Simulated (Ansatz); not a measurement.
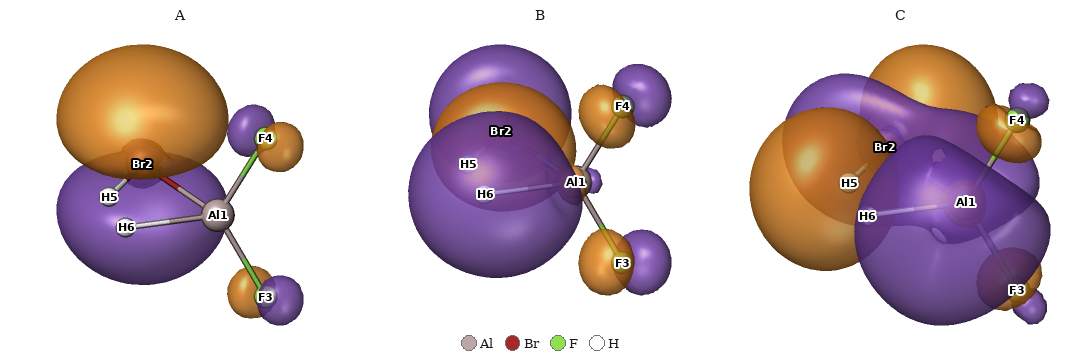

Figure 1: AlBrF2H2. Three frontier orbitals at ±0.08 Å⁻³ᐟ² (orange and purple are the two phases), in no order.

A transition-state structure; geometry: PBE0-D4/def2-TZVP.

Method: Ansatz 0.2.0, RKS PBE0-D4/def2-TZVPP.

Input file:

```
crystal:
  periodic: [false, false, false]
  atoms:
    - {symbol: Al, position_ang: [-0.562601, -0.263578, 0.115873]}
    - {symbol: Br, position_ang: [2.003510, -0.151512, -0.051769]}
    - {symbol: F, position_ang: [-1.070773, -1.344864, -1.006055]}
    - {symbol: F, position_ang: [-0.933066, -0.448552, 1.701647]}
    - {symbol: H, position_ang: [0.942825, 0.937683, -0.358360]}
    - {symbol: H, position_ang: [-0.379896, 1.270822, -0.401335]}
basis:
  gaussian: {orbitals: def2-TZVPP}
hamiltonian: {xc: pbe0, dispersion: d4}
output: {orbitals: {seedname: orbitals}}
```

Run with:

```sh
ansatz run in.yaml --threads 4 --pin off --events-out ev --progress --plain --max-ram 9574MiB
```

Order the three orbitals by energy and name them.

A is the HOMO−1 (−9.79 eV). Its weight (Hirshfeld) is mainly on Br2 (about 90 %); largely a lone pair of Br2. B is the HOMO (−9.49 eV). It lies mainly on H6 (about 35 %), Br2 (about 30 %) and Al1 (about 20 %). C is the LUMO (−1.49 eV). Its weight (Hirshfeld) is mainly on Br2 (about 35 %), Al1 (about 30 %), H5 (about 20 %) and H6 (about 10 %).

What is the HOMO–LUMO gap?

8.00 eV between the orbital energies.
